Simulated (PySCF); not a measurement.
# CH5GeO (SMILES [CH3][GeH][OH]): UBLYP/def2-TZVP

What is the vertical ionisation energy of CH5GeO at UBLYP/def2-TZVP? 

The results are computed with PySCF 2.14.0.

### 1 The molecule

CH5GeO has 8 atoms, charge 0, and is taken as a doublet. SMILES: `[CH3][GeH][OH]`. The shape is that of a PBE0-D4/def2-TZVP optimisation. This is one conformer, not always the lowest.

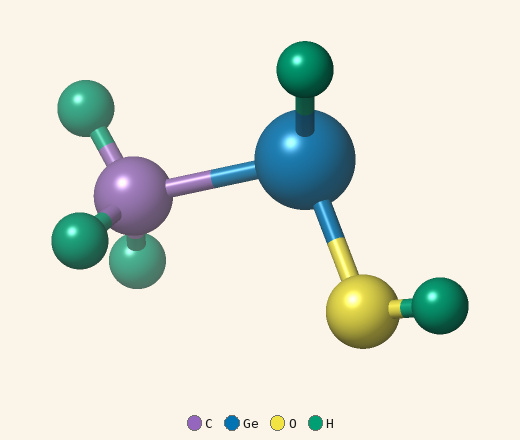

Viewed from a chosen angle; carbon purple, germanium blue, oxygen yellow, hydrogen teal.

### 2 The energy at UBLYP/def2-TZVP

The input, calc.py:

```python
from pyscf import gto, dft

system = gto.Mole()
system.atom = '''
C     -1.265550     1.582457    -1.025743
Ge     1.667116    -0.527045    -0.262672
O      0.302545    -3.342737     1.032546
H     -0.661026     3.416058    -1.745162
H     -2.357622     1.848719     0.705435
H     -2.449085     0.656302    -2.433400
H      3.405475     0.675955     1.802799
H      1.532379    -4.417991     1.820940
'''
system.spin = 1
system.verbose = 3
system.max_memory = 1860
system.unit = 'bohr'
system.basis = 'def2-tzvp'
system.build()

calc0 = dft.UKS(system)
calc0.xc = 'blyp'
calc0.conv_tol = 1e-10
calc0.grids.level = 1
calc0.kernel()
if not calc0.converged:
    calc0 = calc0.newton().run(calc0.mo_coeff, calc0.mo_occ)

e_final = calc0.e_tot
print(f'total energy: {e_final:.8f} hartree')
```

Command:

```
$ OMP_NUM_THREADS=1 python calc.py
```

What it wrote:

```text
converged SCF energy = -2193.39398464119  <S^2> = 0.75110377  2S+1 = 2.0011035
total energy: -2193.39398464 hartree
```

It took 12 s on 1 thread of Arm Neoverse V1, shared host; peak memory 0.67 GiB.

### 3 The singlet cation

The input, run.py:

```python
from pyscf import gto, dft

molecule = gto.Mole()
molecule.atom = '''
C     -1.265550     1.582457    -1.025743
Ge     1.667116    -0.527045    -0.262672
O      0.302545    -3.342737     1.032546
H     -0.661026     3.416058    -1.745162
H     -2.357622     1.848719     0.705435
H     -2.449085     0.656302    -2.433400
H      3.405475     0.675955     1.802799
H      1.532379    -4.417991     1.820940
'''
molecule.verbose = 3
molecule.unit = 'bohr'
molecule.charge = 1
molecule.spin = 0
molecule.basis = 'def2-tzvp'
molecule.max_memory = 1860
molecule.build()

calc0 = dft.RKS(molecule, xc='blyp')
calc0.conv_tol = 1e-10
calc0.grids.level = 1
calc0.kernel()
if not calc0.converged:
    calc0 = calc0.newton().run(calc0.mo_coeff, calc0.mo_occ)

energy = calc0.e_tot
print('Final energy', energy)
```

Command:

```
$ OMP_NUM_THREADS=1 python run.py
```

What it wrote:

```text
converged SCF energy = -2193.11318657237
Final energy -2193.113186572368
```

Wall time 8.1 s (1 thread of Arm Neoverse V1, shared host); peak memory 0.66 GiB.

### 4 Results

Level: UBLYP/def2-TZVP.

| quantity | value |
| --- | --- |
| doublet CH5GeO: total energy | -2193.39398 Eh |
| doublet CH5GeO: dipole moment | 0.74 D |
| doublet CH5GeO: HOMO energy (highest over α and β) | -4.36 eV |
| doublet CH5GeO: LUMO energy (lowest over α and β) | -3.31 eV |
| doublet CH5GeO: ⟨S²⟩ | 0.751 |
| singlet cation: total energy | -2193.11319 Eh |
| singlet cation: HOMO energy | -13.66 eV |
| singlet cation: LUMO energy | -10.87 eV |
| singlet cation: HOMO–LUMO gap | 2.79 eV |
| vertical ionisation energy (to the singlet cation) | 7.641 eV |

In words: Removing an electron at fixed nuclei costs 7.64 eV (737 kJ/mol). Only the singlet of the ionised species was computed; a triplet could lie lower. Mulliken charges (doublet CH5GeO) run from -0.50 on O3 to +0.31 on Ge2; they depend strongly on the basis.
